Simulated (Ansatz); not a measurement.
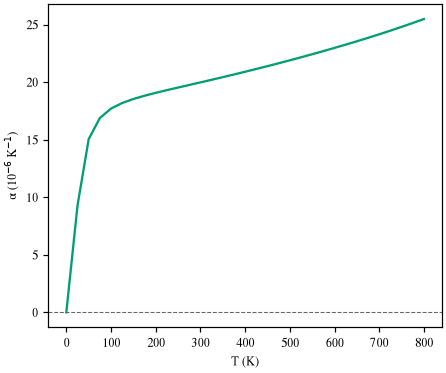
Fig. 1. Linear thermal expansion of bcc (W type) Ba from quasi-harmonic approximation, PBEsol density-functional theory in Ansatz (plane waves, PAW)

Task: Read off α at 100 K, and say whether it is negative anywhere.

Result: About 18 × 10⁻⁶ K⁻¹. It is not negative in the range shown.

Ansatz is a program for electronic structure.
